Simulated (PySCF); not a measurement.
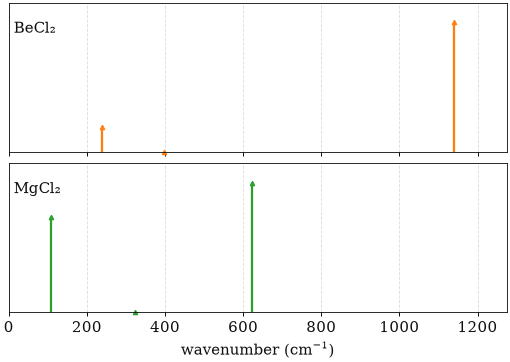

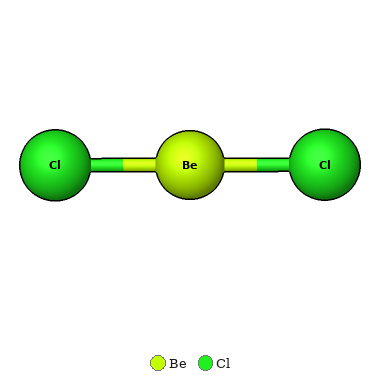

Harmonic infrared lines of BeCl₂ and MgCl₂, all D∞h singlets, each the lowest point that its search found (BeCl₂ is drawn); the central atom changes down one group of the periodic table. PBE0/def2-TZVP, PySCF 2.14.0, unscaled, no spin-orbit coupling; each panel is scaled to its strongest line, degenerate modes are one line with their intensities summed, and dots on the axis are modes too weak to show or inactive.

### How do the bond length and the stretches change along the series?

Mean bond length: BeCl₂ 1.801, MgCl₂ 2.170 Å, rising down the group. Highest σu+ mode: BeCl₂ 1139, MgCl₂ 623 cm⁻¹, falling down the group.

### Give the modes by symmetry (cm⁻¹).

| symmetry | BeCl₂ | MgCl₂ |
| --- | --- | --- |
| πu | 239.5 | 109.3 |
| σg+ | 398.6 | 324.3 |
| σu+ | 1139.0 | 623.5 |
